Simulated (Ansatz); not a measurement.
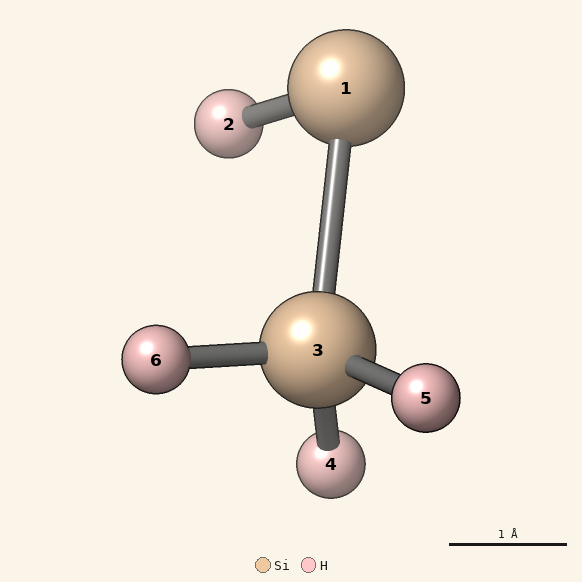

Orthographic view. Distant atoms are faded towards the background colour. The geometry was computed by an optimisation with PBE0-D4/def2-TZVP.

Write a Z-matrix (Å, degrees) in the order of the atom numbers, with these reference atoms: 2 to 1; 3 to 1, 2; 4 to 3, 1, 2; 5 to 3, 4, 2; 6 to 3, 5, 4.

```
Si 
H    1   1.527
Si   1   2.382   2    87.7
H    3   1.492   1   112.9   2    48.9
H    3   1.489   4   108.2   2  -152.7
H    3   1.496   5   107.6   4   116.3
```
